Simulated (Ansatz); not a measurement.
# C₂HSi+ (triplet): the correlation ladder, cc-pVDZ

Aim: climb from Hartree-Fock through coupled cluster and multireference methods for C₂HSi+ (triplet) at one geometry and basis, and see what each rung misses.

Method: cc-pVDZ, core rule «outside noble gas», up to 7 orbitals frozen; program: Ansatz 0.2.0, Gaussian basis.

To be run: UHF; CCSD(T) on ROHF; CCSD(T) on UHF; BCCD(T) on ROHF; CISD as a restricted active space (open shells left free, so some higher excitations enter); CCSDT(Q) on ROHF; CCSDT(Q) on UHF; CASSCF and NEVPT2, 10 electrons in 10 orbitals.

23 further runs of the same task are left out: 8 that didn't finish, 15 set aside as unsound or not needed. Runs told in other sessions of the task aren't counted.

## Step 1: The system

The geometry is a PBE0/def2-TZVP stationary point (not a proven minimum) of the parent state, kept for this charge and spin.

4 atoms, charge 1, spin multiplicity 3.

Atoms are counted from 1 here; the program's logs count them from 0.

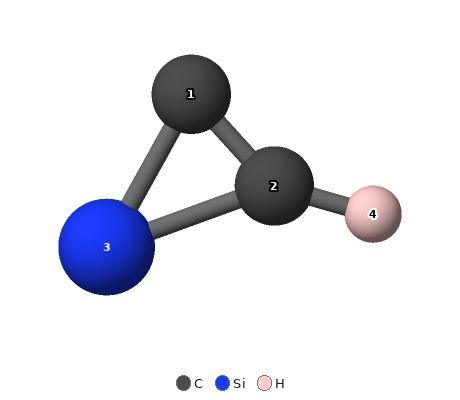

The structure; carbon dark grey, silicon blue, hydrogen pink; atoms are numbered from 1 in the order of the file.

Coordinates:

| atom | x (Å) | y (Å) | z (Å) |
| --- | --- | --- | --- |
| C1 | 0.0000 | -0.8170 | 0.7688 |
| C2 | 0.0000 | 0.4619 | 1.0201 |
| Si3 | 0.0000 | 0.1069 | -0.8281 |
| H4 | 0.0000 | 1.2524 | 1.7579 |

In the tables R marks a restricted open-shell determinant and U an unrestricted one; 'frontier' is the active space of 10 electrons in 10 orbitals; energies count from the table's Hartree-Fock row.

## Step 2: UHF

in.yaml reads:

```yaml
crystal:
  periodic: [false, false, false]
  atoms:
    - {symbol: C, position_ang: [0.000000, -0.816970, 0.768839]}
    - {symbol: C, position_ang: [0.000000, 0.461908, 1.020060]}
    - {symbol: Si, position_ang: [0.000000, 0.106896, -0.828106]}
    - {symbol: H, position_ang: [0.000000, 1.252374, 1.757882]}
basis:
  gaussian: {orbitals: cc-pVDZ}
total_charge: 1
magnetization: {spin_polarized: true, initial_magnetization: 2}
hamiltonian: {xc: hf}
output: {orbitals: {seedname: orbitals}}
```

Run with:

```console
$ ansatz run in.yaml --threads 1 --pin off --events-out ev --progress --plain --max-ram 2393MiB
```

Log:

```text
Functional definition: HF
  name "HF"
  cite "Fock, Z. Phys. 61, 126 (1930) doi:10.1007/BF01340294"
  parent pbe
  exchange = exact_x
  correlation = 0
493 factors; integrals over basis functions are off by at most 1.1e-3 eV
mean field evaluation 1: about -9920.2979 eV, gradient 2.9e1 eV
mean field evaluation 2: about -9920.3041 eV, gradient 2.9e1 eV
mean field evaluation 4: about -9926.0230 eV, gradient 2.8e0 eV
mean field evaluation 8: about -9926.2446 eV, gradient 4.1e-1 eV
mean field evaluation 16: about -9925.5591 eV, gradient 5.0e0 eV
mean field evaluation 32: about -9925.9414 eV, gradient 1.1e0 eV
mean field evaluation 64: about -9925.1723 eV, gradient 3.8e-2 eV
mean field evaluation 96: about -9924.4334 eV, gradient 2.6e0 eV
mean field -9926.26126503 eV, -364.7833732282 hartree, gradient 2.2e-5 eV, S^2 2.049613; 1 other end points of the search recorded, 0 dependent functions left out
reference -9926.26126503 eV, -364.7833732282 hartree; 14, 12 occupied and 37, 39 virtual orbitals, 493 factors
Total energy: -9926.26126503 eV, -364.7833732282 hartree
```

It took 1.2 s on 1 thread of Arm Neoverse V1, shared host.

From the report: ⟨S²⟩ of the determinant 2.050 (pure triplet: 2.00).

## Step 3: CCSD(T) on ROHF

in.yaml, as its differences from that of step 2:

```diff
@@ -10,4 +10,4 @@
 total_charge: 1
-magnetization: {spin_polarized: true, initial_magnetization: 2}
-hamiltonian: {xc: hf}
-output: {orbitals: {seedname: orbitals}}
+magnetization: {spin_polarized: false, initial_magnetization: 2}
+correlation: {method: ccsd_t, electrons: outside_noble_gas}
+output: {forces: true}
```

The command is unchanged.

Log, cut to the lines that bear on the results:

```text
Functional definition: HF
  name "HF"
  cite "Fock, Z. Phys. 61, 126 (1930) doi:10.1007/BF01340294"
  parent pbe
[...]
493 factors; integrals over basis functions are off by at most 1.1e-3 eV
[...]
mean field -9926.00116799 eV, -364.7738148383 hartree, gradient 1.9e-6 eV, S^2 2.000000; 11 other end points of the search recorded, 0 dependent functions left out
[...]
determinant -9926.00116799 eV, -364.7738148383 hartree, with singles and doubles -9934.71167561 eV, -365.0939200892 hartree
determinant -9925.02218532 eV, -364.7378378890 hartree, with singles and doubles -9933.04198541 eV, -365.0325601062 hartree
determinant -9924.55026086 eV, -364.7204949848 hartree, with singles and doubles -9933.06376394 eV, -365.0333604524 hartree
determinant -9921.85029758 eV, -364.6212731642 hartree, with singles and doubles -9930.34168010 eV, -364.9333257164 hartree
7 core orbitals not correlated: weight in the atoms' cores, before any rotation towards them, 1.000 or more for the frozen orbitals, at most 0.000 for the correlated occupied ones
reference -9926.00116799 eV, -364.7738148383 hartree; 7, 5 occupied and 37, 39 virtual orbitals, 493 factors
second order -8.01102204 eV of doubles, -0.14711874 eV of singles
cycle   1  -8.71008403 eV  change    4.2e-4 eV  update   6.8e-3
[...]
cycle  12  -8.72102986 eV  change    9.6e-7 eV  update   7.3e-7
perturbative correction -0.52310608 eV, -0.0192237940 hartree
[...]
Total energy: -9935.24530393 eV, -365.1135305683 hartree
Atom 0 at     0.000000    -0.816970     0.768839 Å, force    -0.000000    -3.948047    -0.519318 eV/Å
Atom 1 at     0.000000     0.461908     1.020060 Å, force     0.000000     3.596068    -0.423138 eV/Å
Atom 2 at     0.000000     0.106896    -0.828106 Å, force    -0.000000     0.045138     0.239480 eV/Å
Atom 3 at     0.000000     1.252374     1.757882 Å, force     0.000000     0.306841     0.702976 eV/Å
Dipole moment:     0.000000     0.393777    -0.343875 e Å
```

Wall time 11 s (1 thread of Arm Neoverse V1, shared host).

From the report: correlation -9.2441 eV; T1 0.047; largest double amplitude 0.09.

## Step 4: CCSD(T) on UHF

in.yaml, as its differences from that of step 3:

```diff
@@ -10,3 +10,3 @@
 total_charge: 1
-magnetization: {spin_polarized: false, initial_magnetization: 2}
+magnetization: {spin_polarized: true, initial_magnetization: 2}
 correlation: {method: ccsd_t, electrons: outside_noble_gas}
```

The command is unchanged.

Log, cut to the lines that bear on the results:

```text
Functional definition: HF
  name "HF"
  cite "Fock, Z. Phys. 61, 126 (1930) doi:10.1007/BF01340294"
  parent pbe
[...]
493 factors; integrals over basis functions are off by at most 1.1e-3 eV
[...]
mean field -9926.26126503 eV, -364.7833732282 hartree, gradient 3.3e-6 eV, S^2 2.049614; 9 other end points of the search recorded, 0 dependent functions left out
determinant -9926.26126503 eV, -364.7833732282 hartree, with singles and doubles -9934.72562989 eV, -365.0944328996 hartree
determinant -9925.17239904 eV, -364.7433581411 hartree, with singles and doubles -9933.04809621 eV, -365.0327846741 hartree
determinant -9924.94497212 eV, -364.7350003562 hartree, with singles and doubles -9933.17988428 eV, -365.0376277962 hartree
7 core orbitals not correlated: weight in the atoms' cores, before any rotation towards them, 1.000 or more for the frozen orbitals, at most 0.000 for the correlated occupied ones
reference -9926.26126503 eV, -364.7833732282 hartree; 7, 5 occupied and 37, 39 virtual orbitals, 493 factors
second order -7.82190064 eV of doubles, -0.00000000 eV of singles
cycle   1  -8.46408413 eV  change    2.8e-4 eV  update   5.7e-3
[...]
cycle  13  -8.47186765 eV  change    5.7e-7 eV  update   4.9e-7
perturbative correction -0.50494169 eV, -0.0185562650 hartree
[...]
Total energy: -9935.23807437 eV, -365.1132648868 hartree
Atom 0 at     0.000000    -0.816970     0.768839 Å, force     0.000000    -3.961227    -0.531450 eV/Å
Atom 1 at     0.000000     0.461908     1.020060 Å, force    -0.000000     3.612433    -0.434442 eV/Å
Atom 2 at     0.000000     0.106896    -0.828106 Å, force     0.000000     0.042913     0.263336 eV/Å
Atom 3 at     0.000000     1.252374     1.757882 Å, force    -0.000000     0.305881     0.702556 eV/Å
Dipole moment:    -0.000000     0.394317    -0.346529 e Å
```

Wall time 11 s (1 thread of Arm Neoverse V1, shared host).

From the report: ⟨S²⟩ of the determinant 2.050 (pure triplet: 2.00); correlation -8.9768 eV; T1 0.040; largest double amplitude 0.09.

## Step 5: BCCD(T) on ROHF

in.yaml, as its differences from that of step 4:

```diff
@@ -10,4 +10,3 @@
 total_charge: 1
-magnetization: {spin_polarized: true, initial_magnetization: 2}
-correlation: {method: ccsd_t, electrons: outside_noble_gas}
-output: {forces: true}
+magnetization: {spin_polarized: false, initial_magnetization: 2}
+correlation: {method: bccd_t, electrons: outside_noble_gas}
```

Same command.

Log, cut to the lines that bear on the results:

```text
Functional definition: HF
  name "HF"
  cite "Fock, Z. Phys. 61, 126 (1930) doi:10.1007/BF01340294"
  parent pbe
[...]
493 factors; integrals over basis functions are off by at most 1.1e-3 eV
[...]
mean field -9926.00116799 eV, -364.7738148383 hartree, gradient 1.9e-6 eV, S^2 2.000000; 11 other end points of the search recorded, 0 dependent functions left out
[...]
determinant -9926.00116799 eV, -364.7738148383 hartree, with singles and doubles -9934.71167561 eV, -365.0939200892 hartree
determinant -9925.02218532 eV, -364.7378378890 hartree, with singles and doubles -9933.04198541 eV, -365.0325601062 hartree
determinant -9924.55026086 eV, -364.7204949848 hartree, with singles and doubles -9933.06376394 eV, -365.0333604524 hartree
determinant -9921.85029758 eV, -364.6212731642 hartree, with singles and doubles -9930.34168010 eV, -364.9333257164 hartree
7 core orbitals not correlated: weight in the atoms' cores, before any rotation towards them, 1.000 or more for the frozen orbitals, at most 0.000 for the correlated occupied ones
reference -9926.00116799 eV, -364.7738148383 hartree; 7, 5 occupied and 37, 39 virtual orbitals, 493 factors
second order -8.01102204 eV of doubles, -0.14711874 eV of singles
cycle   1  -8.69119873 eV  change    1.9e-2 eV  update   2.0e-2
[...]
cycle  13  -8.70711107 eV  change    2.2e-6 eV  update   8.7e-6
perturbative correction -0.53423180 eV, -0.0196326565 hartree
Total energy: -9935.24251085 eV, -365.1134279245 hartree
```

Run time: 7.5 s. Hardware: 1 thread of Arm Neoverse V1, shared host.

From the report: correlation -9.2413 eV; largest double amplitude 0.09.

## Step 6: CISD as a restricted active space (open shells left free, so some higher excitations enter)

in.yaml, as its differences from that of step 5:

```diff
@@ -11,2 +11,2 @@
 magnetization: {spin_polarized: false, initial_magnetization: 2}
-correlation: {method: bccd_t, electrons: outside_noble_gas}
+correlation: {active_space: {ras: {orbitals: [5, 2, 37], electrons: 12, max_holes: 2, max_particles: 2}, fixed_orbitals: true}}
```

Same command.

Log:

```text
Functional definition: HF
  name "HF"
  cite "Fock, Z. Phys. 61, 126 (1930) doi:10.1007/BF01340294"
  parent pbe
  exchange = exact_x
  correlation = 0
493 factors; integrals over basis functions are off by at most 1.1e-3 eV
mean field evaluation 1: about -9920.4573 eV, gradient 3.6e1 eV
mean field evaluation 2: about -9920.4633 eV, gradient 3.6e1 eV
mean field evaluation 4: about -9925.7440 eV, gradient 4.7e0 eV
mean field evaluation 8: about -9925.9971 eV, gradient 3.1e-1 eV
mean field evaluation 16: about -9926.0012 eV, gradient 1.9e-6 eV
mean field evaluation 32: about -9924.5500 eV, gradient 1.4e-1 eV
mean field evaluation 64: about -9925.0897 eV, gradient 1.8e0 eV
mean field evaluation 96: about -9924.4492 eV, gradient 2.5e0 eV
mean field -9926.00116799 eV, -364.7738148383 hartree, gradient 1.9e-6 eV, S^2 2.000000; 11 other end points of the search recorded, 0 dependent functions left out
reference -9926.00116799 eV, -364.7738148383 hartree; 14, 12 occupied and 37, 39 virtual orbitals, 493 factors
state -9933.87236437 eV, -365.0630759699 hartree
Total energy: -9933.87236437 eV, -365.0630759699 hartree
```

It took 4.5 s on 1 thread of Arm Neoverse V1, shared host.

From the report: 156,594 determinants.

## Step 7: CCSDT(Q) on ROHF

in.yaml, as its differences from that of step 6:

```diff
@@ -11,2 +11,2 @@
 magnetization: {spin_polarized: false, initial_magnetization: 2}
-correlation: {active_space: {ras: {orbitals: [5, 2, 37], electrons: 12, max_holes: 2, max_particles: 2}, fixed_orbitals: true}}
+correlation: {method: ccsdt_q, electrons: outside_noble_gas}
```

Launched as before.

Log, cut to the lines that bear on the results:

```text
Functional definition: HF
  name "HF"
  cite "Fock, Z. Phys. 61, 126 (1930) doi:10.1007/BF01340294"
  parent pbe
[...]
971 factors; integrals over basis functions are off by at most 1.8e-7 eV
[...]
mean field -9926.00123039 eV, -364.7738171314 hartree, gradient 2.7e-6 eV, S^2 2.000000; 11 other end points of the search recorded, 0 dependent functions left out
[...]
determinant -9926.00123039 eV, -364.7738171314 hartree, with singles and doubles -9934.71173759 eV, -365.0939223671 hartree
determinant -9925.02224018 eV, -364.7378399049 hartree, with singles and doubles -9933.04204930 eV, -365.0325624542 hartree
determinant -9924.55033640 eV, -364.7204977608 hartree, with singles and doubles -9933.06383411 eV, -365.0333630309 hartree
determinant -9921.85036326 eV, -364.6212755782 hartree, with singles and doubles -9930.34174921 eV, -364.9333282559 hartree
7 core orbitals not correlated: weight in the atoms' cores, before any rotation towards them, 1.000 or more for the frozen orbitals, at most 0.000 for the correlated occupied ones
reference -9926.00123039 eV, -364.7738171314 hartree; 7, 5 occupied and 37, 39 virtual orbitals, 971 factors
second order -8.01104648 eV of doubles, -0.14711914 eV of singles
cycle   1  -8.24095806 eV  change   -8.0e-2 eV  update   1.2e-1
[...]
cycle  22  -9.26438671 eV  change   -2.7e-7 eV  update   8.1e-7
perturbative correction -0.04872430 eV, -0.0017905851 hartree
Total energy: -9935.31434140 eV, -365.1160676485 hartree
```

It took 63 s on 1 thread of Arm Neoverse V1, shared host; peak memory 0.68 GiB.

From the report: correlation -9.3131 eV; T1 0.052; largest double amplitude 0.10.

## Step 8: CCSDT(Q) on UHF

in.yaml, as its differences from that of step 7:

```diff
@@ -10,3 +10,3 @@
 total_charge: 1
-magnetization: {spin_polarized: false, initial_magnetization: 2}
+magnetization: {spin_polarized: true, initial_magnetization: 2}
 correlation: {method: ccsdt_q, electrons: outside_noble_gas}
```

Launched as before.

Log, cut to the lines that bear on the results:

```text
Functional definition: HF
  name "HF"
  cite "Fock, Z. Phys. 61, 126 (1930) doi:10.1007/BF01340294"
  parent pbe
[...]
971 factors; integrals over basis functions are off by at most 1.8e-7 eV
[...]
mean field -9926.26132809 eV, -364.7833755458 hartree, gradient 2.6e-6 eV, S^2 2.049613; 9 other end points of the search recorded, 0 dependent functions left out
determinant -9926.26132809 eV, -364.7833755458 hartree, with singles and doubles -9934.72569085 eV, -365.0944351398 hartree
determinant -9925.17245444 eV, -364.7433601770 hartree, with singles and doubles -9933.04816081 eV, -365.0327870479 hartree
determinant -9924.94503449 eV, -364.7350026480 hartree, with singles and doubles -9933.17994615 eV, -365.0376300697 hartree
7 core orbitals not correlated: weight in the atoms' cores, before any rotation towards them, 1.000 or more for the frozen orbitals, at most 0.000 for the correlated occupied ones
reference -9926.26132809 eV, -364.7833755458 hartree; 7, 5 occupied and 37, 39 virtual orbitals, 971 factors
second order -7.82192263 eV of doubles, -0.00000000 eV of singles
cycle   1  -7.99867686 eV  change   -1.8e-1 eV  update   1.2e-1
[...]
cycle  22  -9.00670999 eV  change    5.5e-7 eV  update   1.2e-6
perturbative correction -0.05124399 eV, -0.0018831818 hartree
Total energy: -9935.31928207 eV, -365.1162492148 hartree
```

It took 58 s on 1 thread of Arm Neoverse V1, shared host; peak memory 0.54 GiB.

From the report: ⟨S²⟩ of the determinant 2.050 (pure triplet: 2.00); correlation -9.0580 eV; T1 0.045; largest double amplitude 0.10.

## Step 9: CASSCF and NEVPT2, 10 electrons in 10 orbitals

in.yaml, as its differences from that of step 8:

```diff
@@ -10,3 +10,3 @@
 total_charge: 1
-magnetization: {spin_polarized: true, initial_magnetization: 2}
-correlation: {method: ccsdt_q, electrons: outside_noble_gas}
+magnetization: {spin_polarized: false, initial_magnetization: 2}
+correlation: {method: sc_nevpt2, electrons: outside_noble_gas, active_space: {window: {electrons: 10, orbitals: 10}}}
```

The command is unchanged.

Log, cut to the lines that bear on the results:

```text
Functional definition: HF
  name "HF"
  cite "Fock, Z. Phys. 61, 126 (1930) doi:10.1007/BF01340294"
  parent pbe
[...]
493 factors; integrals over basis functions are off by at most 1.1e-3 eV
[...]
mean field -9926.00116799 eV, -364.7738148383 hartree, gradient 1.9e-6 eV, S^2 2.000000; 11 other end points of the search recorded, 0 dependent functions left out
reference -9926.00116799 eV, -364.7738148383 hartree; 14, 12 occupied and 37, 39 virtual orbitals, 493 factors
state -9929.38057263 eV, -364.8980056683 hartree
state -9929.38057263 eV, -364.8980056683 hartree; corrected -9933.98243820 eV, -365.0671211086 hartree
Total energy: -9933.98243820 eV, -365.0671211086 hartree
```

Wall time 50 s (1 thread of Arm Neoverse V1, shared host).

From the report: 32,144 determinants; active occupations 1.99, 1.96, 1.94, 1.94, 1.02, 1.00, 0.06, 0.06, 0.03, 0.02.

## Step 10: All levels against the top one

No level here is safe as a reference; RCCSDT(Q) serves as a yardstick only. Rows without a time are mean-field rows or come out of runs for another level: lower rungs of the coupled-cluster runs, CASSCF and MRCISD of the multireference runs, or the Hartree-Fock search. The times of RCCSD(T), UCCSD(T) include forces.

Differences are taken before rounding.

| method | energy from the lowest ROHF (kcal/mol) | from RCCSDT(Q) (kcal/mol) | time |
| --- | --- | --- | --- |
| ROHF | 0.00 | +214.77 |  |
| UHF | -6.00 | +208.77 |  |
| RMP2 | -188.13 | +26.64 |  |
| UMP2 | -186.38 | +28.39 |  |
| CISD | -181.51 | +33.25 | 4.5 s |
| RCCSD | -201.11 | +13.66 |  |
| UCCSD | -201.36 | +13.40 |  |
| RCCSD(T) | -213.17 | +1.59 | 11 s |
| UCCSD(T) | -213.01 | +1.76 | 11 s |
| BCCD(T) | -213.11 | +1.66 | 7.5 s |
| RCCSDT | -213.64 | +1.12 |  |
| UCCSDT | -213.70 | +1.07 |  |
| RCCSDT(Q) | -214.77 | 0 | 63 s |
| UCCSDT(Q) | -214.88 | -0.11 | 58 s |
| CASSCF frontier | -77.93 | +136.84 |  |
| NEVPT2 frontier | -184.05 | +30.71 | 50 s |

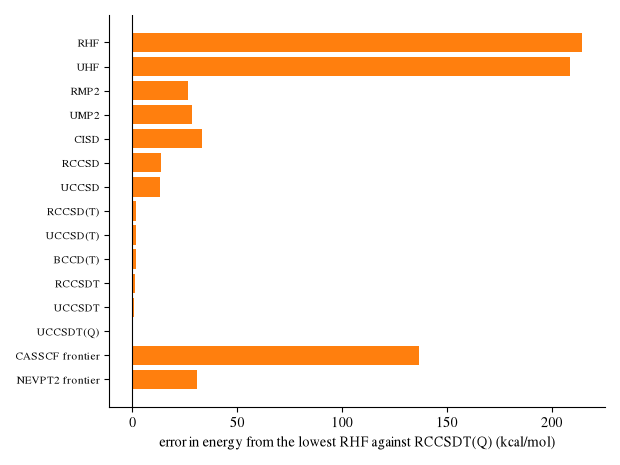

Deviations from RCCSDT(Q), method by method.

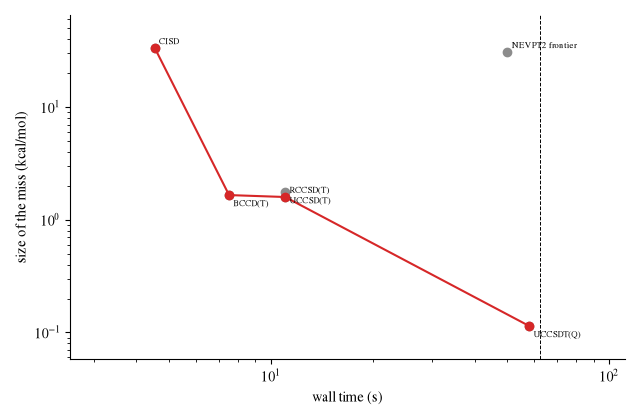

Accuracy for the time spent; red marks the levels that beat every quicker one drawn (of those quicker than the yardstick), and the dashed line is the time of RCCSDT(Q). Times are from a shared host.

## Step 11: What came out

```
                      quantity            value
 RCCSDT(Q) from the ROHF energy       -9.3132 eV
           RMP2 from RCCSDT(Q)  +26.64 kcal/mol
           UMP2 from RCCSDT(Q)  +28.39 kcal/mol
          RCCSD from RCCSDT(Q)  +13.66 kcal/mol
       RCCSD(T) from RCCSDT(Q)   +1.59 kcal/mol
       UCCSD(T) from RCCSDT(Q)   +1.76 kcal/mol
      UCCSDT(Q) from RCCSDT(Q)   -0.11 kcal/mol
NEVPT2 frontier from RCCSDT(Q)  +30.71 kcal/mol
                 T1 diagnostic            0.047
```

In words: RCCSD(T) lands +1.59 kcal/mol from the yardstick (0.7 % of the correlation energy). Warnings: large T1 diagnostic.

With open shells the CI space here admits some higher excitations, so it is larger than plain CISD.
